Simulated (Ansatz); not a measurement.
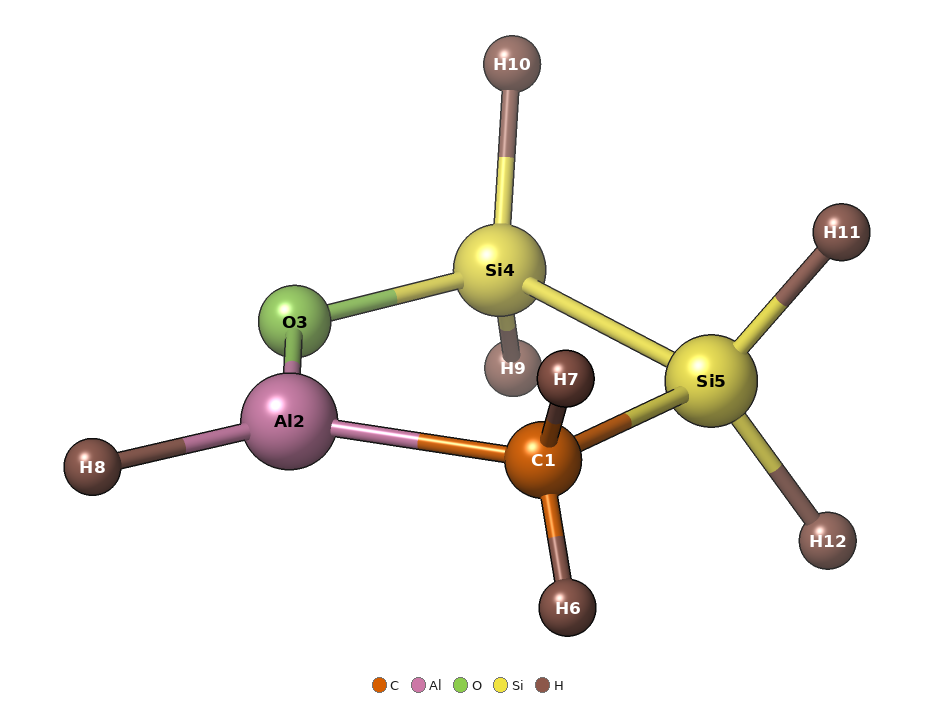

Distant atoms are faded towards the background colour. The computed structure is the end point of a PBE-D4/def2-SVP optimisation. No frequency run is at hand to confirm it as a minimum.

> What is the conformation of the ring C1–Al2–O3–Si4–Si5?

It is planar. The Cremer–Pople amplitude Q is 0.04 Å.

> Give the torsion angles round the ring, beginning with the bond from its second to its third atom.

0°, 2°, −3°, 3°, −2°.
